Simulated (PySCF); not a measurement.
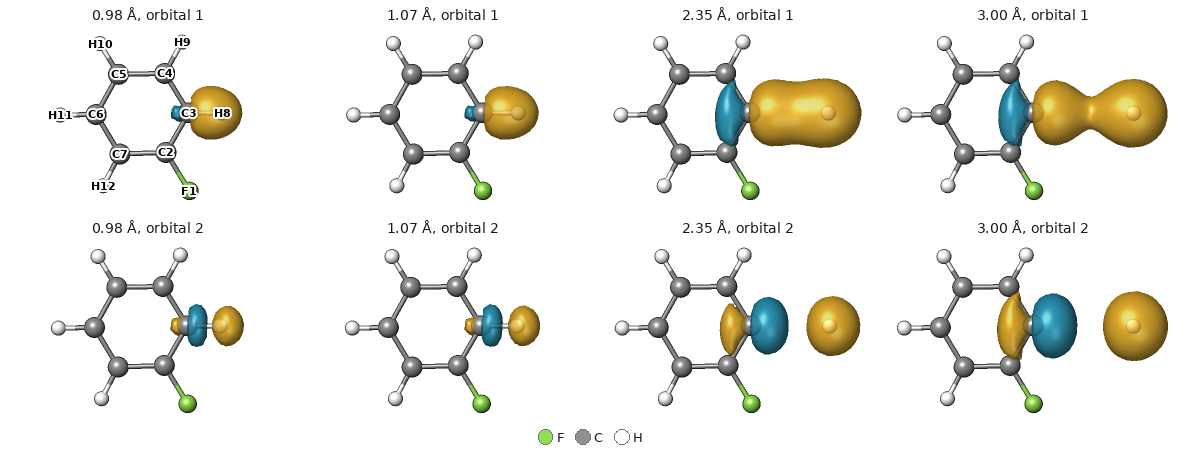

Figure. C6H5F, SMILES `Fc1ccccc1`. Rigid stretch of the C3–H8 bond. The two CASSCF(2,2) natural orbitals nearest half filling (orbital 1 the more occupied).

Level of theory: 6-31G* basis (PySCF), at a geometry from GFN2-xTB. No frequency check shows the geometry to be a minimum.

Question: How do the occupations change along the stretch?

Answer: 0.98 Å: 1.99 and 0.01; 1.07 Å: 1.98 and 0.02; 2.35 Å: 1.60 and 0.40; 3.00 Å: 1.27 and 0.73. At the longest distance computed (3.00 Å) they are 1.27 and 0.73, and the effective number of unpaired electrons is 1.7.

UHF's ⟨S²⟩ passes 1 along the scan (up to 1.60), so it also polarises electrons outside the stretched bond; its energy lowering isn't due to that bond alone.

UHF already breaks spin symmetry near equilibrium here (⟨S²⟩ = 0.40 at 1.07 Å), for reasons apart from this bond.

Question: How much energy does the stretch cost?

Answer: By CASSCF, 4.7 eV from the lowest point of the scan (1.07 Å) to 3.00 Å; RHF gives 8.1 eV from its own lowest point. The fragments aren't relaxed and dynamic correlation is missing, so this isn't a bond dissociation energy.
